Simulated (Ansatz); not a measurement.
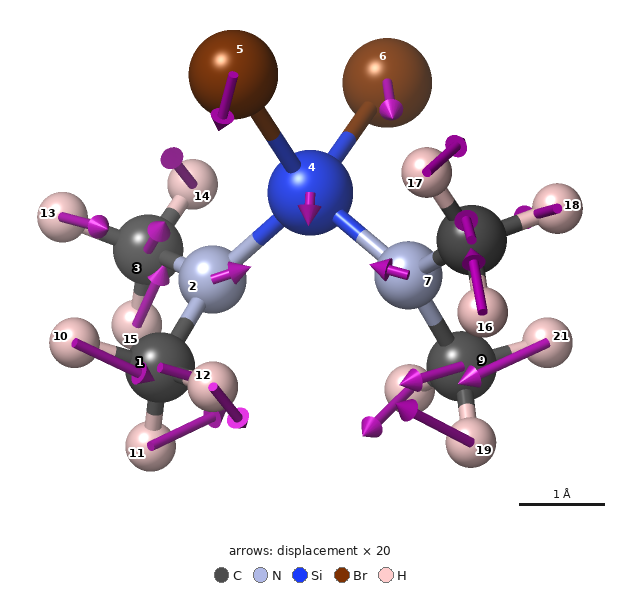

This is a relaxation of C4H12Br2N2Si. The starting structure is drawn; purple arrows show the displacements, magnified 20 times. The two geometries are superimposed by the best rigid fit.

The picture is a ball-and-stick view, seen at a tilt.

The start comes from PBE-D4/def2-SVP.

The calculation used RKS PBE0-D4/def2-TZVP (Ansatz).

Input file:
```yaml
crystal:
  periodic: [false, false, false]
  atoms:
    - {symbol: C, position_ang: [-1.773762, -1.040227, 0.185478]}
    - {symbol: N, position_ang: [-1.291576, 0.301179, 0.494143]}
    - {symbol: C, position_ang: [-2.335218, 1.205467, 0.946999]}
    - {symbol: Si, position_ang: [0.394023, 0.500774, 0.830692]}
    - {symbol: Br, position_ang: [1.026421, -0.422686, 2.794120]}
    - {symbol: Br, position_ang: [0.795399, 2.718163, 1.008761]}
    - {symbol: N, position_ang: [1.311020, -0.259300, -0.424502]}
    - {symbol: C, position_ang: [2.646522, -0.807558, -0.257866]}
    - {symbol: C, position_ang: [0.984787, 0.076271, -1.805855]}
    - {symbol: H, position_ang: [-2.248483, -1.530905, 1.068664]}
    - {symbol: H, position_ang: [-2.533621, -1.002588, -0.627908]}
    - {symbol: H, position_ang: [-0.936987, -1.680457, -0.155651]}
    - {symbol: H, position_ang: [-2.829460, 0.845381, 1.880922]}
    - {symbol: H, position_ang: [-1.922041, 2.213144, 1.141506]}
    - {symbol: H, position_ang: [-3.124767, 1.303302, 0.167845]}
    - {symbol: H, position_ang: [2.760318, -1.735584, -0.862788]}
    - {symbol: H, position_ang: [2.833667, -1.066345, 0.801315]}
    - {symbol: H, position_ang: [3.439436, -0.094180, -0.587380]}
    - {symbol: H, position_ang: [1.033754, -0.831545, -2.449193]}
    - {symbol: H, position_ang: [-0.041638, 0.487099, -1.869809]}
    - {symbol: H, position_ang: [1.687804, 0.831195, -2.232394]}
basis:
  gaussian: {orbitals: def2-TZVP}
hamiltonian: {xc: pbe0, dispersion: d4}
relax: {f_tol: 0.005, max_steps: 150}
```

Which element moves most?

Hydrogen: up to 0.068 Å, against 0.048 Å for bromine.

Describe the change and its energy.

The energy falls by 0.117 eV in 7 geometry steps. Largest force component: 0.55 eV/Å at the start, 0.0039 eV/Å at the end. The largest move after the best rigid fit is that of H19, 0.068 Å. Largest moves by element: H 0.068 Å, Br 0.048 Å, C 0.047 Å, N 0.025 Å, Si 0.020 Å. Near-neighbour distances that change, for instance: N2–Si4 1.730 → 1.696 Å, Si4–Br5 2.260 → 2.233 Å, C1–H10 1.116 → 1.098 Å, C1–H11 1.114 → 1.096 Å.
